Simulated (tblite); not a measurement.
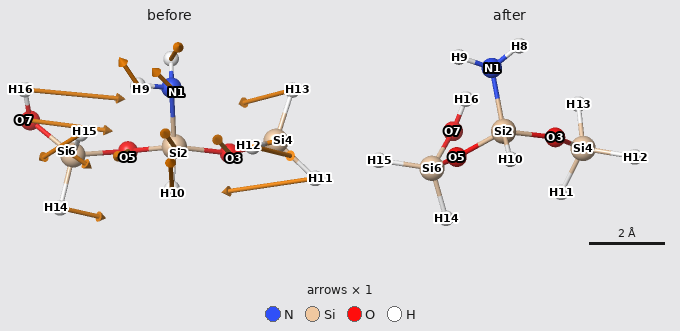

The structure of Si₃NH₉O₃ before (left) and after (right) a relaxation, at one scale. The orange arrows give the displacements, at their true length.

Style: ball-and-stick. Shown at a tilt.

All numbers below come from GFN2-xTB geometry optimisation, gas phase (tblite 0.8.0). 

Q: Describe what moved and what it gained.

A: After 204 geometry steps the energy has fallen by 43.4 kcal/mol. H11 moves most after the best rigid fit: 2.93 Å. Largest moves by element: H 2.93 Å, O 2.31 Å, Si 1.64 Å, N 1.04 Å. Among the contacts that change: Si2–Si4 2.744 → 3.115 Å, Si2–Si6 2.742 → 3.080 Å, O3–Si4 1.720 → 1.618 Å, Si2–O5 1.705 → 1.613 Å. Bond angles that change, for instance: Si2–O3–Si4 106.4° → 148.5°, Si2–O5–Si6 106.5° → 144.1°, Si6–O7–H16 105.0° → 119.9°. Groups turn about O3–Si4 by about 175°, O5–Si6 by about 165°, Si2–O3 by about 155°.
